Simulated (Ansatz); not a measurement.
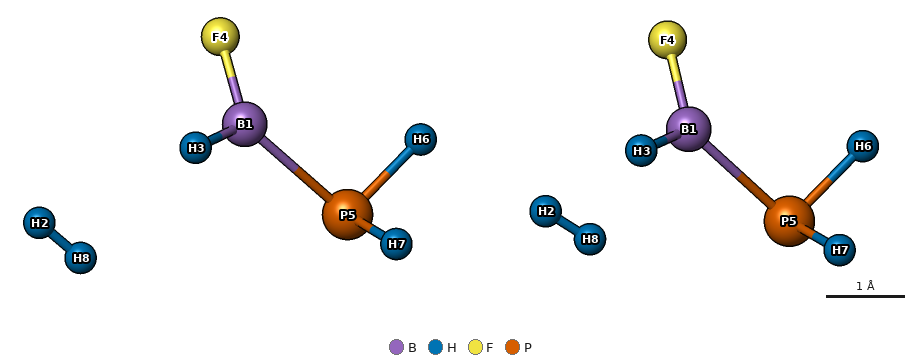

Two geometries of BPH5F, drawn at one scale. One is the start of a relaxation, the other its converged end. The picture is a ball-and-stick view, seen at a tilt.

These are results of RKS BHLYP-D4/def2-mTZVP in Ansatz, not measurements. Set-up: no spin polarisation; force threshold 0.03 eV/Å; at most 50 steps.

Q: Which of the two is the end point?

A: The left one is the relaxed one. The run prepares an end point of a later path (reaction) calculation, from a guessed geometry. Over 7 geometry steps the energy falls by 16.3 kJ/mol. The largest force component goes from 1.4 to 0.025 eV/Å. H8 moves most after the best rigid fit: 0.73 Å. By element the largest moves are H 0.73 Å, P 0.27 Å, B 0.23 Å, F 0.18 Å. Near-neighbour distances that change, for instance: H2–H8 0.704 → 0.736 Å. The run took 43 s on 1 thread of Intel(R) Xeon(R) Platinum 8175M CPU @ 2.50GHz (Skylake/Cascade Lake), on a shared host, peak memory 0.15 GiB.

Limits of the set-up: the start holds two separate molecules, 2.3 Å apart at their closest, whose relative position is a soft coordinate.
